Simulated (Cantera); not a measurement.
Feed: 1 mol V, 8.2 mol NH3, a varied amount of H2, held at 2573 K and 0.100 bar.

These are equilibrium values from Cantera (NASA tables, ideal gas, pure condensed phases), not measurements of a reactor. Candidate condensed phases: V, VN; 11 gas species. Condensed phases not in the tables: V2N, N, O or C dissolved in the metal. Equilibrium is a limit: real reactors are often held back by kinetics, nucleation or transport.

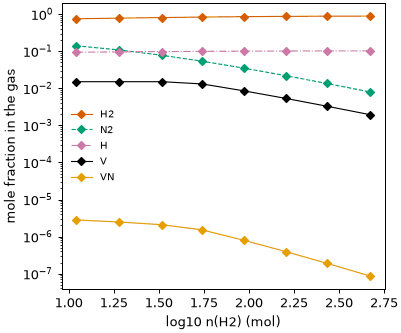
*Equilibrium gas composition (values under 1e-9 drawn at 1e-9)*

**Question.** Read off the mole fractions at 94 mol H2.

**Answer.** H2 about 0.86, H about 0.10, N2 about 0.035, V about 0.0085, VN about 8.0e-7.
